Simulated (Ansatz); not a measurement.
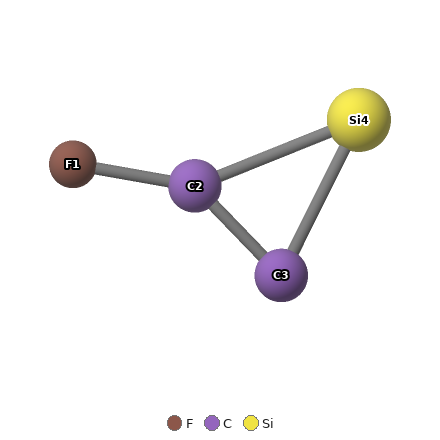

The system is C₂FSi, spin multiplicity 2; the picture shows the reference structure. Coordinates scanned: (1) bond length F1–C2; (2) angle F1–C2–Si4. Nothing is relaxed (all other coordinates rigid). The scan uses a 15 × 15 grid. Points are written as (first, second). Energies: kcal/mol, counted from the lowest grid point. All numbers below come from UKS PBE0-D4/def2-TZVP (Ansatz).

Its coordinates:

```
atom    x (Å)    y (Å)    z (Å)
   F   0.0595   0.0948   1.6348
   C  -0.0037  -0.0202   0.3377
   C  -0.3411  -0.8273  -0.6393
  Si   0.2853   0.7527  -1.3331
```

Range: bond length F1–C2 from 1.069 to 1.956 Å; angle F1–C2–Si4 from 103.0 to 179.0°.

Question: What landscape does the calculation give?

Answer: The lowest grid point is at (1.322 Å, 146.4°). No other kind of well shows on this grid. The highest grid point, (1.069 Å, 103.0°), lies 85 kcal/mol above the lowest. Round the minimum the two coordinates are weakly coupled (coupling −0.10 in units of the two stiffnesses).

| angle F1–C2–Si4 ↓, bond length F1–C2 → | 1.069 | 1.132 | 1.196 | 1.259 | 1.322 | 1.386 | 1.449 | 1.512 | 1.576 | 1.639 | 1.702 | 1.766 | 1.829 | 1.892 | 1.956 |
| --- | --- | --- | --- | --- | --- | --- | --- | --- | --- | --- | --- | --- | --- | --- | --- |
| 179.0 | 85 | 53 | 34 | 24 | 20 | 19 | 22 | 26 | 31 | 37 | 43 | 49 | 54 | 59 | 64 |
| 173.6 | 73 | 43 | 25 | 16 | 13 | 14 | 17 | 22 | 27 | 33 | 40 | 46 | 52 | 57 | 62 |
| 168.1 | 64 | 35 | 18 | 10 | 8 | 9 | 13 | 18 | 24 | 31 | 37 | 44 | 50 | 55 | 60 |
| 162.7 | 58 | 29 | 13 | 6 | 4 | 6 | 10 | 16 | 22 | 29 | 36 | 42 | 48 | 54 | 59 |
| 157.3 | 53 | 25 | 10 | 3 | 1 | 4 | 8 | 14 | 21 | 28 | 35 | 41 | 48 | 53 | 58 |
| 151.9 | 50 | 23 | 8 | 1 | 0 | 3 | 7 | 14 | 20 | 27 | 34 | 41 | 47 | 53 | 58 |
| 146.4 | 49 | 22 | 7 | 1 | 0 | 3 | 8 | 14 | 21 | 28 | 35 | 42 | 48 | 53 | 58 |
| 141.0 | 49 | 22 | 8 | 2 | 1 | 4 | 9 | 15 | 22 | 29 | 36 | 43 | 49 | 54 | 59 |
| 135.6 | 50 | 24 | 9 | 3 | 3 | 5 | 10 | 17 | 24 | 31 | 37 | 44 | 50 | 55 | 60 |
| 130.1 | 53 | 27 | 12 | 6 | 5 | 8 | 13 | 19 | 26 | 33 | 40 | 46 | 52 | 57 | 61 |
| 124.7 | 57 | 30 | 16 | 10 | 9 | 12 | 16 | 23 | 29 | 36 | 42 | 49 | 54 | 58 | 62 |
| 119.3 | 62 | 35 | 21 | 14 | 13 | 16 | 21 | 26 | 33 | 40 | 46 | 51 | 56 | 60 | 64 |
| 113.8 | 68 | 41 | 26 | 20 | 18 | 21 | 25 | 31 | 38 | 44 | 50 | 55 | 59 | 62 | 65 |
| 108.4 | 76 | 49 | 33 | 26 | 24 | 27 | 31 | 36 | 43 | 49 | 54 | 59 | 62 | 64 | 66 |
| 103.0 | 85 | 57 | 41 | 33 | 31 | 33 | 37 | 42 | 48 | 54 | 59 | 62 | 64 | 66 | 67 |

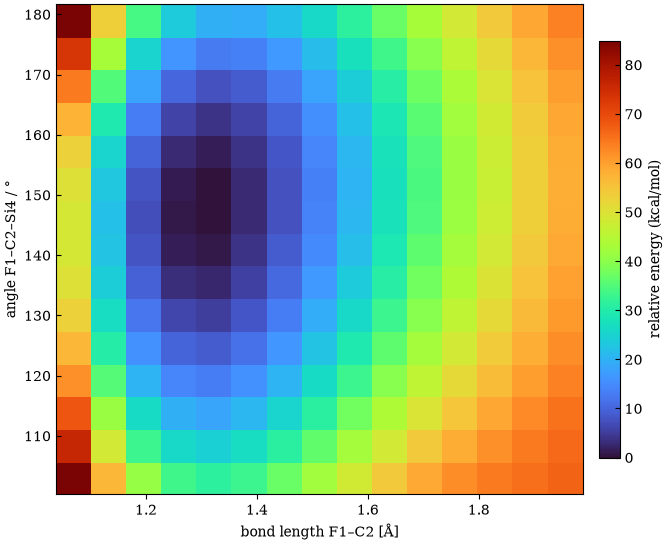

The picture shows one coloured cell a grid point.

Time for the 225 points that were run: 39 min on 1 thread of Arm Neoverse N1 (shared host).
